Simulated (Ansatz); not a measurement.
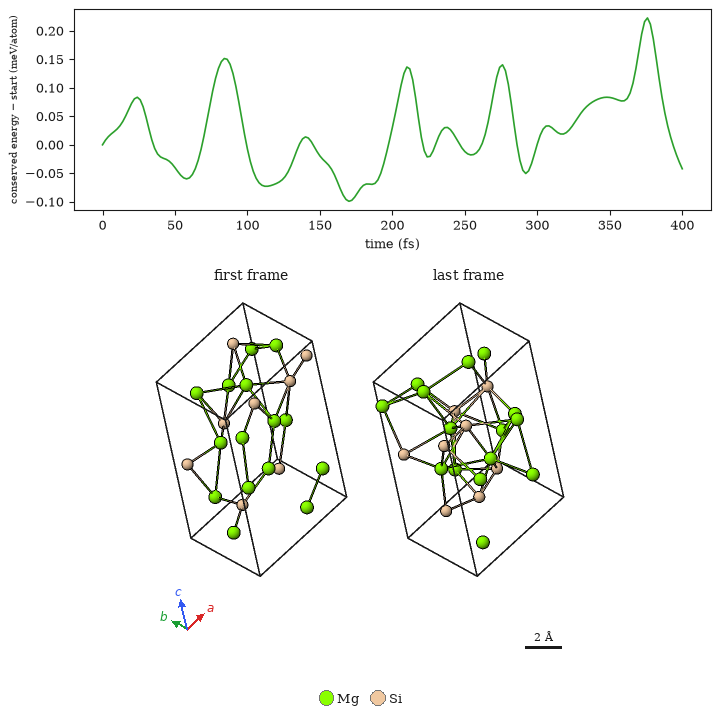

First-principles dynamics of Mg2Si with a Mg vacancy (23 atoms in the cell), 400 fs long. It starts from the last geometry of an earlier run, with fresh velocities. Style: ball-and-stick. Shown: the reduced simulation cell, slightly off an axis. Bonds to atoms that aren't drawn are left out. Lengths and directions refer to the drawn axes.

Computed with Ansatz 0.2.0, DFT LDA, scalar-relativistic, plane waves, PAW. Settings: plane-wave cutoff 420 eV; k-point mesh 1 × 1 × 1; Fermi-Dirac smearing 0.05 eV; low-accuracy preset; Nosé-Hoover thermostat (NVT); set temperature 1170 K; time step 2 fs; thermostat time 10.0 fs.

Input
```yaml
accuracy: low
crystal:
  lattice:
    - [0.0, 6.45491, 6.45491]
    - [6.45491, 0.0, 6.45491]
    - [6.45491, 6.45491, 0.0]
  atoms:
    - { symbol: Mg, position: [-0.126972, 0.07522627, 0.22239217] }
    - { symbol: Mg, position: [0.27444115, 0.26010653, 0.67714148] }
    - { symbol: Si, position: [-0.03184191, 0.0915663, -0.1061306] }
    - { symbol: Mg, position: [0.18710548, 0.1907658, 0.41866201] }
    - { symbol: Mg, position: [0.16083485, 0.55262025, 1.05592267] }
    - { symbol: Si, position: [0.03849904, -0.14492072, 0.48176621] }
    - { symbol: Mg, position: [-0.00733156, 0.70911107, 0.31693558] }
    - { symbol: Mg, position: [0.3135964, 0.98944797, 0.10004265] }
    - { symbol: Si, position: [-0.16036345, 0.73598282, 0.07647561] }
    - { symbol: Mg, position: [-0.01658767, 0.57855028, 0.83241844] }
    - { symbol: Mg, position: [0.29294928, 0.87943144, 0.80328095] }
    - { symbol: Si, position: [-0.08066547, 0.37115057, 0.68649945] }
    - { symbol: Mg, position: [0.63693086, 0.07072413, 0.09385347] }
    - { symbol: Mg, position: [0.69854799, 0.40040003, 0.53558582] }
    - { symbol: Si, position: [0.64904611, -0.28978383, -0.01953533] }
    - { symbol: Mg, position: [0.66499386, -0.03718553, 0.64416611] }
    - { symbol: Mg, position: [0.60512592, 0.56858637, 0.77274359] }
    - { symbol: Si, position: [0.53577798, -0.04160497, 0.46668715] }
    - { symbol: Mg, position: [0.5757089, 0.45607525, 0.28010032] }
    - { symbol: Si, position: [0.35685914, 0.64565342, 0.11111439] }
    - { symbol: Mg, position: [0.36939644, 0.79614417, 0.4671285] }
    - { symbol: Mg, position: [0.9624523, 0.95900575, 0.72746124] }
    - { symbol: Si, position: [0.46327426, 0.2585873, 0.80218265] }
basis:
  ecutwfc: 420.0
kpoints:
  mp_grid: { grid: [1, 1, 1] }
hamiltonian:
  xc: lda
scf:
  occupations: { method: fermi_dirac, width: 0.05 }
  lower_state_search: "off"
  max_iter: 84
md:
  timestep: 2
  n_steps: 200
  ensemble: nvt_nose_hoover
  temperature: 1170.0
  initial_velocities: maxwell_boltzmann
  seed: 302214
  nose_hoover: { tau: 10.0, chain_length: 1 }
```

Command:
```bash
ansatz run input.yaml --threads 1 --pin off --max-ram 3072MiB --backend cpu --events-out ev --progress --plain --runs-dir out
```

Check the integration.

The conserved quantity stays between −0.099 and 0.22 meV per atom of its start. A straight-line fit has a slope that amounts to +0.078 meV per atom over 400 fs (under 0.1 % of the mean kinetic energy), and the ripple about it is 0.4 % of the kinetic energy's fluctuation. With a drift under 2 % and a ripple under 7 %, the integration is accurate. The thermostat's time constant is so short that it disturbs the motion. The mean temperature in the second half is 1184 K (standard deviation 135 K). The potential energy in the second half lies on average 35.0 meV per atom above the first frame.

Limits of the set-up: the program's low-accuracy preset was used.
